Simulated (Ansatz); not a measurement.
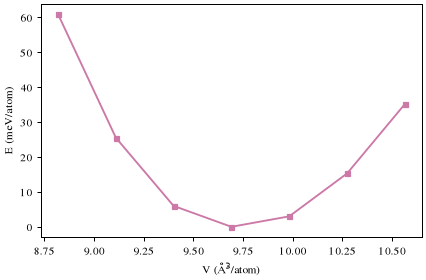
Fig. 1. FeO (rock salt, Fm-3m) under volume change, plane-wave PAW r²SCAN (Ansatz code), scaled uniformly.

### Question
What does a third-order Birch–Murnaghan fit give for V₀, B₀ and B′?

### Answer
V₀ = 9.71 Å³/atom, B₀ = 192 GPa, B′ = 5.8.

The r²SCAN relaxation kept the symmetry of its start. The final state is ferromagnetic, chosen from 3 collinear starts compared on coarse meshes (ties went to the first, and starts can fall back to one state), not a proven ground state. Textbook magnetic order: antiferromagnetic. Other orbital occupations within this spin state were not tried. No Hubbard U is applied.

Potentials: the later of the program's two PAW sets.
